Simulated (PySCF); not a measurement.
# B3LYP/ma-def2-SVP run of BH2Cl (SMILES BCl)

What is the vertical singlet–triplet gap of BH2Cl at B3LYP/ma-def2-SVP? The job is set up through a Python script.

Program for the calculation: PySCF 2.14.0.

### 1 Starting point

BH2Cl: 4 atoms, total charge 0, spin state singlet. SMILES: `BCl`. The shape is that of a PBE0-D4/def2-TZVP optimisation.

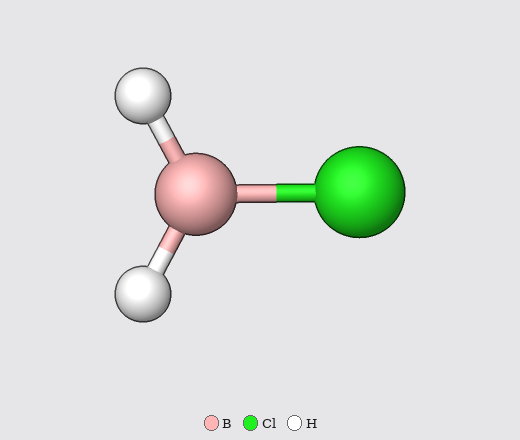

The structure, seen from a chosen angle (boron pink, chlorine green, hydrogen white).

### 2 The energy at B3LYP/ma-def2-SVP

input.py reads:

```python
from pyscf import gto, dft

mol = gto.M(
    atom='B -0.116700 0.021700 -0.075300; Cl 1.365000 -0.395300 0.721200; H -1.106200 -0.559500 0.240400; H -0.086600 0.872800 -0.906600',
    max_memory=1860,
    verbose=4,
    basis='ma-def2-svp',
    charge=0,
)

mf = dft.RKS(mol)
mf.xc = 'b3lyp'
mf.conv_tol = 1e-10
mf.grids.level = 4
mf.kernel()
if not mf.converged:
    mf = mf.newton().run(mf.mo_coeff, mf.mo_occ)

e_final = mf.e_tot
print('E(%s) = %.9f' % ('B3LYP', e_final))
```

Run with:

```
$ OMP_NUM_THREADS=1 python input.py
```

What it wrote:

```text
PySCF version 2.14.0

[INPUT] num. atoms = 4
[INPUT] num. electrons = 24
[INPUT] charge = 0
[INPUT] spin (= nelec alpha-beta = 2S) = 0
[INPUT] symmetry False subgroup None
[INPUT] Mole.unit = angstrom
[INPUT] Symbol           X                Y                Z      unit          X                Y                Z       unit  Magmom
[INPUT]  1 B     -0.116700000000   0.021700000000  -0.075300000000 AA   -0.220531038737   0.041007056903  -0.142296377180 Bohr   0.0
[INPUT]  2 Cl     1.365000000000  -0.395300000000   0.721200000000 AA    2.579476160031  -0.747008737041   1.362870481036 Bohr   0.0
[INPUT]  3 H     -1.106200000000  -0.559500000000   0.240400000000 AA   -2.090415038994  -1.057301766694   0.454290160345 Bohr   0.0
[INPUT]  4 H     -0.086600000000   0.872800000000  -0.906600000000 AA   -0.163650282387   1.649352961520  -1.713225704531 Bohr   0.0

nuclear repulsion = 37.7830159999581
number of shells = 22
number of NR pGTOs = 76
number of NR cGTOs = 44
basis = ma-def2-svp
ecp = {}

******** <class 'pyscf.dft.rks.RKS'> ********
method = RKS
initial guess = minao
damping factor = 0
level_shift factor = 0
DIIS = <class 'pyscf.scf.diis.CDIIS'>
diis_start_cycle = 1
diis_space = 8
diis_damp = 0
SCF conv_tol = 1e-10
SCF conv_tol_grad = None
SCF max_cycles = 50
direct_scf = True
direct_scf_tol = 1e-13
XC library pyscf.dft.libxc version 7.0.0
    S. Lehtola, C. Steigemann, M. J.T. Oliveira, and M. A.L. Marques.,  SoftwareX 7, 1–5 (2018)
XC functionals = b3lyp
    P. J. Stephens, F. J. Devlin, C. F. Chabalowski, and M. J. Frisch.,  J. Phys. Chem. 98, 11623 (1994)
radial grids:
    Treutler-Ahlrichs [JCP 102, 346 (1995); DOI:10.1063/1.469408] (M4) radial grids

becke partition: Becke, JCP 88, 2547 (1988); DOI:10.1063/1.454033
pruning grids: <function nwchem_prune>
grids dens level: 4
symmetrized grids: False
atomic radii adjust function: <function treutler_atomic_radii_adjust>
small_rho_cutoff = 0
Set gradient conv threshold to 1e-05
Initial guess from minao.
tot grids = 88216
init E= -486.101977877736
  HOMO = -0.335442876066278  LUMO = -0.114408890289595  gap/eV = 6.01464
cycle= 1 E= -486.117086703279  delta_E= -0.0151  |g|= 0.128  |ddm|= 1.78
  HOMO = -0.293434002860981  LUMO = -0.0787630054218589  gap/eV = 5.84150
cycle= 2 E= -486.116945442771  delta_E= 0.000141  |g|= 0.139  |ddm|= 0.32
  HOMO = -0.310056675298932  LUMO = -0.0744377260958697  gap/eV = 6.41152
cycle= 3 E= -486.122359121679  delta_E= -0.00541  |g|= 0.0173  |ddm|= 0.19
  HOMO = -0.31269949436511  LUMO = -0.078537120407459  gap/eV = 6.37188
cycle= 4 E= -486.122458786781  delta_E= -9.97e-05  |g|= 0.0055  |ddm|= 0.0327
  HOMO = -0.311999462750685  LUMO = -0.0775023818918135  gap/eV = 6.38099
cycle= 5 E= -486.12246848341  delta_E= -9.7e-06  |g|= 0.000702  |ddm|= 0.00798
  HOMO = -0.312064153967019  LUMO = -0.0775123589346891  gap/eV = 6.38248
cycle= 6 E= -486.12246864568  delta_E= -1.62e-07  |g|= 9.49e-05  |ddm|= 0.00121
  HOMO = -0.312047023872923  LUMO = -0.077510947660637  gap/eV = 6.38205
cycle= 7 E= -486.122468648881  delta_E= -3.2e-09  |g|= 2.63e-06  |ddm|= 0.000151
  HOMO = -0.312046899273702  LUMO = -0.0775109076497769  gap/eV = 6.38205
cycle= 8 E= -486.122468648885  delta_E= -3.18e-12  |g|= 7.14e-07  |ddm|= 8.79e-06
  HOMO = -0.312047099638366  LUMO = -0.0775111064635643  gap/eV = 6.38205
Extra cycle  E= -486.122468648883  delta_E= 1.48e-12  |g|= 4e-07  |ddm|= 2.04e-06
converged SCF energy = -486.122468648883
E(B3LYP) = -486.122468649
```

Run time: 2.6 s. Hardware: 1 thread of Arm Neoverse V1, shared host; peak memory 0.24 GiB.

### 3 The triplet, same level

calc.py reads:

```python
from pyscf import gto, dft

mol = gto.M(
    atom='''
B     -0.220531     0.041007    -0.142296
Cl     2.579476    -0.747009     1.362870
H     -2.090415    -1.057302     0.454290
H     -0.163650     1.649353    -1.713226
''',
    max_memory=1860,
    verbose=3,
    basis='ma-def2-svp',
    unit='bohr',
    charge=0,
    spin=2,
)

ks = dft.UKS(mol, xc='b3lyp')
ks.conv_tol = 1e-10
ks.grids.level = 4
ks.kernel()
if not ks.converged:
    ks = ks.newton().run(ks.mo_coeff, ks.mo_occ)

etot = ks.e_tot
print('E(%s) = %.9f' % ('B3LYP', etot))
```

Run with:

```
$ OMP_NUM_THREADS=1 python calc.py
```

What it wrote:

```text
WARN: HOMO -0.114408875288815 >= LUMO -0.335442847178984

WARN: HOMO -0.12025755938234 >= LUMO -0.254515233018466

WARN: HOMO -0.148245237678938 >= LUMO -0.260896948050839

WARN: HOMO -0.154049900353517 >= LUMO -0.262696112914993

WARN: HOMO -0.151764635426326 >= LUMO -0.259521539193882

WARN: HOMO -0.151880705226357 >= LUMO -0.259460096486184

WARN: HOMO -0.151923410225008 >= LUMO -0.259443892957895

WARN: HOMO -0.151918890649718 >= LUMO -0.259421360902896

WARN: HOMO -0.151923939667229 >= LUMO -0.259422506166944

WARN: HOMO -0.151924432396475 >= LUMO -0.259422802532493

WARN: HOMO -0.15192502537334 >= LUMO -0.259422756382362

converged SCF energy = -485.951445157494  <S^2> = 2.0041969  2S+1 = 3.0027967
E(B3LYP) = -485.951445157
```

It took 4.8 s on 1 thread of Arm Neoverse V1, shared host; peak memory 0.25 GiB.

### 4 What came out

Level: B3LYP/ma-def2-SVP.

| quantity | value |
| --- | --- |
| singlet: total energy | -486.12247 Eh |
| singlet: dipole moment | 0.69 D |
| singlet: HOMO energy | -8.49 eV |
| singlet: LUMO energy | -2.11 eV |
| singlet: HOMO–LUMO gap | 6.38 eV |
| triplet: total energy | -485.95145 Eh |
| triplet: dipole moment | 0.73 D |
| triplet: HOMO energy (highest over α and β) | -4.13 eV |
| triplet: ⟨S²⟩ | 2.004 |
| vertical energy of the triplet above the singlet | 4.654 eV |

In words: At this shape the triplet lies 4.65 eV (449 kJ/mol) above the singlet. Mulliken charges (singlet) run from -0.11 on Cl2 to +0.09 on H3; they depend strongly on the basis. Mulliken charges (triplet) run from -0.50 on B1 to +0.18 on H3.
